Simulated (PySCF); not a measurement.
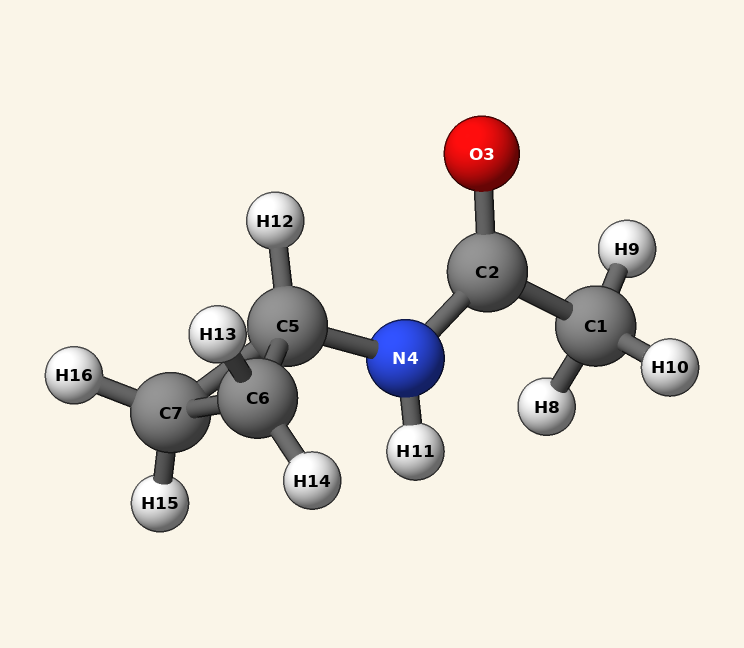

Geometry: a frame of a GFN2-xTB molecular-dynamics simulation, not a minimum. Level of theory: GIAO PBE0/pcSseg-1 NMR shielding, non-relativistic, gas phase (PySCF 2.14.0). Principal shieldings σ11 ≤ σ22 ≤ σ33, span Ω = σ33 − σ11, skew κ = 3(σiso − σ22)/Ω.

Give the shielding tensors of the O atoms.

| atom | σ11 | σ22 | σ33 | σiso | Ω | κ |
| --- | --- | --- | --- | --- | --- | --- |
| O3 | −450.3 | −207.1 | 328.9 | −109.5 | 779.2 | 0.38 |

Shieldings and span in ppm.
